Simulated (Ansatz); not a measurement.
# AlGeHO (quintet): correlated methods under varied settings

What do other methods and options give for AlGeHO (quintet) at this geometry, and how long do they take?

The runs use Ansatz 0.2.0, Gaussian basis; the settings change from run to run.

24 further runs of the same task are left out: 6 that didn't finish, 18 set aside as unsound or not needed. Runs told in other sessions of the task aren't counted.

### Step 1. The geometry

The geometry is a PBE0/def2-TZVP stationary point (not a proven minimum) of the parent state, kept for this charge and spin. No spin-orbit coupling is included. The filled d shell of Ge may be among the frozen orbitals whatever the setting's name suggests.

4 atoms, charge 0, spin multiplicity 5.

Atoms are counted from 1 here; the program's logs count them from 0.

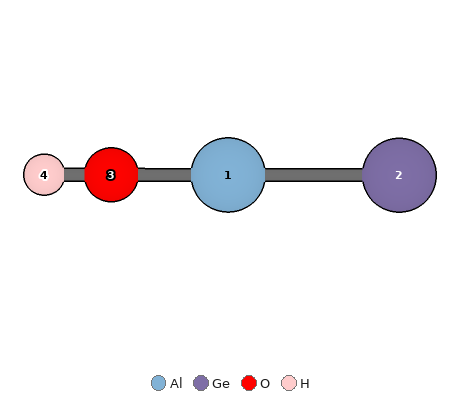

The structure; aluminium light blue, germanium purple, oxygen red, hydrogen pink; atoms are numbered from 1 in the order of the file.

### Step 2. HF (ROHF)/cc-pVDZ

Input file in.yaml:

```yaml
crystal:
  periodic: [false, false, false]
  atoms:
    - {symbol: Al, position_ang: [0.000000, 0.000000, -0.457800]}
    - {symbol: Ge, position_ang: [0.000000, 0.000000, -2.877000]}
    - {symbol: O, position_ang: [0.000000, 0.000000, 1.193600]}
    - {symbol: H, position_ang: [0.000000, 0.000000, 2.141200]}
basis:
  gaussian: {orbitals: cc-pVDZ}
magnetization: {spin_polarized: false, initial_magnetization: 4}
hamiltonian: {xc: hf}
output: {forces: true, orbitals: {seedname: orbitals}}
```

Launch:

```console
ansatz run in.yaml --threads 1 --pin off --events-out ev --progress --plain --max-ram 2393MiB
```

Log:

```text
Functional definition: HF
  name "HF"
  cite "Fock, Z. Phys. 61, 126 (1930) doi:10.1007/BF01340294"
  parent pbe
  exchange = exact_x
  correlation = 0
682 factors; integrals over basis functions are off by at most 1.4e-3 eV
mean field evaluation 1: about -65103.0895 eV, gradient 3.6e1 eV
mean field evaluation 2: about -65103.0923 eV, gradient 3.6e1 eV
mean field evaluation 4: about -65106.3981 eV, gradient 2.0e0 eV
mean field evaluation 8: about -65106.4279 eV, gradient 2.3e-1 eV
mean field evaluation 16: about -65103.9953 eV, gradient 1.4e1 eV
mean field evaluation 32: about -65105.1201 eV, gradient 9.0e0 eV
mean field -65106.43085777 eV, -2392.6172032992 hartree, gradient 1.5e-5 eV, S^2 6.000000; 2 other end points of the search recorded, 0 dependent functions left out
the calculation of the forces begins
reference -65106.43085777 eV, -2392.6172032992 hartree; 29, 25 occupied and 35, 39 virtual orbitals, 682 factors
Total energy: -65106.43085777 eV, -2392.6172032992 hartree
Atom 0 at     0.000000     0.000000    -0.457800 Å, force     0.000000     0.000000    -0.024065 eV/Å
Atom 1 at     0.000000     0.000000    -2.877000 Å, force    -0.000000     0.000000    -1.238281 eV/Å
Atom 2 at     0.000000     0.000000     1.193600 Å, force     0.000000    -0.000000     1.763004 eV/Å
Atom 3 at     0.000000     0.000000     2.141200 Å, force    -0.000000     0.000000    -0.500658 eV/Å
Dipole moment:    -0.000000     0.000000     0.340369 e Å
```

Run time: 2.9 s. Hardware: 1 thread of Arm Neoverse V1, shared host.

### Step 3. CASCI(6,7)/STO-3G

Changes to in.yaml since step 2:

```diff
@@ -8,5 +8,6 @@
 basis:
-  gaussian: {orbitals: cc-pVDZ}
+  gaussian: {orbitals: STO-3G}
 magnetization: {spin_polarized: false, initial_magnetization: 4}
-hamiltonian: {xc: hf}
-output: {forces: true, orbitals: {seedname: orbitals}}
+correlation: {active_space: {window: {electrons: 6, orbitals: 7}, fixed_orbitals: true, states: [{multiplicity: 5, weights: [0.5, 0.5, 1]}, {multiplicity: 7, weights: [1]}]}}
+scf: {lower_state_search: off}
+output: {forces: true}
```

Launched as before.

Log, cut to the lines that bear on the results:

```text
Functional definition: HF
  name "HF"
  cite "Fock, Z. Phys. 61, 126 (1930) doi:10.1007/BF01340294"
  parent pbe
[...]
466 factors; integrals over basis functions are off by at most 6.1e-8 eV
[...]
mean field -64353.75568819 eV, -2364.9569009988 hartree, gradient 2.8e-6 eV, S^2 6.000000; 0 other end points of the search recorded, 0 dependent functions left out
reference -64353.75568819 eV, -2364.9569009988 hartree; 29, 25 occupied and 4, 8 virtual orbitals, 466 factors
state -64353.83913494 eV, -2364.9599676102 hartree
state -64352.06642535 eV, -2364.8948217342 hartree
state -64352.04223143 eV, -2364.8939326240 hartree
state -64345.73928827 eV, -2364.6623037352 hartree
[...]
WARN: the results are in doubt because the space or a class takes a part of the degenerate orbitals at -8.2691 eV
Total energy: -64350.24476661 eV, -2364.8278770105 hartree
Atom 0 at     0.000000     0.000000    -0.457800 Å, force    -0.000000     0.000000    -3.574877 eV/Å
Atom 1 at     0.000000     0.000000    -2.877000 Å, force     0.000000    -0.000000     1.342016 eV/Å
Atom 2 at     0.000000     0.000000     1.193600 Å, force    -0.000000    -0.000000    -0.158030 eV/Å
Atom 3 at     0.000000     0.000000     2.141200 Å, force     0.000000    -0.000000     2.390891 eV/Å
Dipole moment:     0.000000    -0.000000     0.554363 e Å
In doubt: the space or a class takes a part of the degenerate orbitals at -8.2691 eV
Checks for a lower state left out: starts, cluster_reference, orbital_swaps, neighbouring_geometries, increment
```

Wall time 0.78 s (1 thread of Arm Neoverse V1, shared host).

From the report: 36 determinants; active occupations (of the averaged states) 1.66, 1.00, 1.00, 1.00, 0.50, 0.50, 0.34. Mind the lines of doubt at the end of the log.

### Step 4. MP2 on ROHF/6-31G*

Input file in.yaml:

```yaml
crystal:
  periodic: [false, false, false]
  atoms:
    - {symbol: Al, position_ang: [0.000000, 0.000000, -0.457800]}
    - {symbol: Ge, position_ang: [0.000000, 0.000000, -2.877000]}
    - {symbol: O, position_ang: [0.000000, 0.000000, 1.193600]}
    - {symbol: H, position_ang: [0.000000, 0.000000, 2.141200]}
basis:
  gaussian: {orbitals: "6-31G*"}
magnetization: {spin_polarized: false, initial_magnetization: 4}
correlation: {method: mp2, electrons: outside_noble_gas}
scf: {lower_state_search: light}
output: {forces: true}
```

Same command.

Log, cut to the lines that bear on the results:

```text
Functional definition: HF
  name "HF"
  cite "Fock, Z. Phys. 61, 126 (1930) doi:10.1007/BF01340294"
  parent pbe
[...]
632 factors; integrals over basis functions are off by at most 7.5e-4 eV
[...]
mean field -65098.95968554 eV, -2392.3426427839 hartree, gradient 2.9e-6 eV, S^2 6.000000; 8 other end points of the search recorded, 0 dependent functions left out
[...]
20 core orbitals not correlated: weight in the atoms' cores, before any rotation towards them, 1.000 or more for the frozen orbitals, at most 0.000 for the correlated occupied ones
reference -65098.95968554 eV, -2392.3426427839 hartree; 9, 5 occupied and 42, 46 virtual orbitals, 632 factors
second order -7.42410449 eV of doubles, -0.01919924 eV of singles
[...]
Total energy: -65106.40298928 eV, -2392.6161791510 hartree
Atom 0 at     0.000000     0.000000    -0.457800 Å, force     0.000000    -0.000000    -0.026347 eV/Å
Atom 1 at     0.000000     0.000000    -2.877000 Å, force    -0.000000     0.000000    -0.874239 eV/Å
Atom 2 at     0.000000     0.000000     1.193600 Å, force    -0.000000     0.000000     0.055413 eV/Å
Atom 3 at     0.000000     0.000000     2.141200 Å, force    -0.000000     0.000000     0.845173 eV/Å
Dipole moment:    -0.000000     0.000000     0.442383 e Å
```

Run time: 9 s. Hardware: 1 thread of Arm Neoverse V1, shared host.

### Step 5. CCSDT on UHF/STO-3G

Input file in.yaml:

```yaml
crystal:
  periodic: [false, false, false]
  atoms:
    - {symbol: Al, position_ang: [0.000000, 0.000000, -0.457800]}
    - {symbol: Ge, position_ang: [0.000000, 0.000000, -2.877000]}
    - {symbol: O, position_ang: [0.000000, 0.000000, 1.193600]}
    - {symbol: H, position_ang: [0.000000, 0.000000, 2.141200]}
basis:
  gaussian: {orbitals: STO-3G}
magnetization: {spin_polarized: true, initial_magnetization: 4}
correlation: {method: ccsdt, electrons: outside_noble_gas}
output: {forces: true}
```

Launched as before.

Log, cut to the lines that bear on the results:

```text
Functional definition: HF
  name "HF"
  cite "Fock, Z. Phys. 61, 126 (1930) doi:10.1007/BF01340294"
  parent pbe
[...]
466 factors; integrals over basis functions are off by at most 6.1e-8 eV
[...]
mean field -64353.81561663 eV, -2364.9591033282 hartree, gradient 1.2e-6 eV, S^2 6.007466; 9 other end points of the search recorded, 0 dependent functions left out
determinant -64353.81561663 eV, -2364.9591033282 hartree, with singles and doubles -64355.88716104 eV, -2365.0352311811 hartree
determinant -64352.46463341 eV, -2364.9094556108 hartree, with singles and doubles -64354.27400854 eV, -2364.9759489204 hartree
determinant -64350.86135672 eV, -2364.8505362789 hartree, with singles and doubles -64352.71636779 eV, -2364.9187066785 hartree
determinant -64350.85505045 eV, -2364.8503045280 hartree, with singles and doubles -64352.88435829 eV, -2364.9248802155 hartree
[...]
20 core orbitals not correlated, not the lowest: weight in the atoms' cores, before any rotation towards them, 0.969 or more for the frozen orbitals, at most 0.025 for the correlated occupied ones
reference -64353.81561663 eV, -2364.9591033282 hartree; 9, 5 occupied and 4, 8 virtual orbitals, 466 factors
second order -1.62191638 eV of doubles, -0.00000000 eV of singles
cycle   1  -1.75642465 eV  change   -1.3e-1 eV  update   1.1e-1
[...]
cycle  21  -2.25252931 eV  change    5.9e-7 eV  update   4.4e-7
[...]
Total energy: -64356.06814594 eV, -2365.0418822536 hartree
Atom 0 at     0.000000     0.000000    -0.457800 Å, force    -0.000000    -0.000000     1.529322 eV/Å
Atom 1 at     0.000000     0.000000    -2.877000 Å, force     0.000000     0.000000    -0.738997 eV/Å
Atom 2 at     0.000000     0.000000     1.193600 Å, force     0.000000    -0.000000    -5.072386 eV/Å
Atom 3 at     0.000000     0.000000     2.141200 Å, force     0.000000     0.000000     4.282061 eV/Å
Dipole moment:    -0.000000     0.000000     0.407434 e Å
```

Run time: 4.7 s. Hardware: 1 thread of Arm Neoverse V1, shared host.

From the report: ⟨S²⟩ of the determinant 6.007 (pure quintet: 6.00); correlation -2.2525 eV; T1 0.026; largest double amplitude 0.07.

### Step 6. BCCD(T) on UHF/cc-pVDZ

Changes to in.yaml since step 5:

```diff
@@ -8,5 +8,4 @@
 basis:
-  gaussian: {orbitals: STO-3G}
+  gaussian: {orbitals: cc-pVDZ}
 magnetization: {spin_polarized: true, initial_magnetization: 4}
-correlation: {method: ccsdt, electrons: outside_noble_gas}
-output: {forces: true}
+correlation: {method: bccd_t, electrons: outside_noble_gas}
```

The command is unchanged.

Log, cut to the lines that bear on the results:

```text
Functional definition: HF
  name "HF"
  cite "Fock, Z. Phys. 61, 126 (1930) doi:10.1007/BF01340294"
  parent pbe
[...]
682 factors; integrals over basis functions are off by at most 1.4e-3 eV
[...]
mean field -65106.48236563 eV, -2392.6190961780 hartree, gradient 9.1e-6 eV, S^2 6.006232; 13 other end points of the search recorded, 0 dependent functions left out
determinant -65106.48236563 eV, -2392.6190961780 hartree, with singles and doubles -65114.71347284 eV, -2392.9215837889 hartree
determinant -65105.84205266 eV, -2392.5955651106 hartree, with singles and doubles -65113.74149921 eV, -2392.8858644166 hartree
determinant -65103.17516151 eV, -2392.4975586683 hartree, with singles and doubles -65111.01294023 eV, -2392.7855917236 hartree
determinant -65102.52645522 eV, -2392.4737191519 hartree, with singles and doubles -65110.05814176 eV, -2392.7505035271 hartree
20 core orbitals not correlated: weight in the atoms' cores, before any rotation towards them, 1.000 or more for the frozen orbitals, at most 0.000 for the correlated occupied ones
reference -65106.48236563 eV, -2392.6190961780 hartree; 9, 5 occupied and 35, 39 virtual orbitals, 682 factors
second order -7.66037295 eV of doubles, -0.00000000 eV of singles
cycle   1  -8.20486811 eV  change    2.6e-2 eV  update   1.2e-2
[...]
cycle   9  -8.20752311 eV  change    2.0e-6 eV  update   1.1e-5
perturbative correction -0.26808984 eV, -0.0098521199 hartree
Total energy: -65114.95797858 eV, -2392.9305692090 hartree
```

It took 25 s on 1 thread of Arm Neoverse V1, shared host.

From the report: ⟨S²⟩ of the determinant 6.006 (pure quintet: 6.00); correlation -8.4756 eV; largest double amplitude 0.06.

### Step 7. The runs in one table

 † marks a result that the program doubts.

```csv
level,correlated,functions,energy (eV),time
HF (ROHF)/cc-pVDZ,,64,-65106.4309,2.9 s
"CASCI(6,7)/STO-3G (mean of several states) †",,33,-64350.2448,0.78 s
MP2 on ROHF/6-31G*,outside noble gas,71,-65106.4030,9 s
CCSDT on UHF/STO-3G,outside noble gas,33,-64356.0681,4.7 s
BCCD(T) on UHF/cc-pVDZ,outside noble gas,64,-65114.9580,25 s
```

### Step 8. Outcome

| quantity | value |
| --- | --- |
| runs | 5 |
| quickest | CASCI(6,7)/STO-3G (mean of several states) †, 0.78 s |
| slowest | BCCD(T) on UHF/cc-pVDZ, 25 s |

Total energies in different bases, with other cores or another treatment of relativity can't be set against each other. «valence» and «outside noble gas» are the program's key words; the logs give how many orbitals each freezes, and for Ga to Kr the 3d shell needn't follow the word's plain sense. BCCD(T) on UHF/cc-pVDZ took 31 times as long as CASCI(6,7)/STO-3G (mean of several states) †; the jobs differ in more than the method.
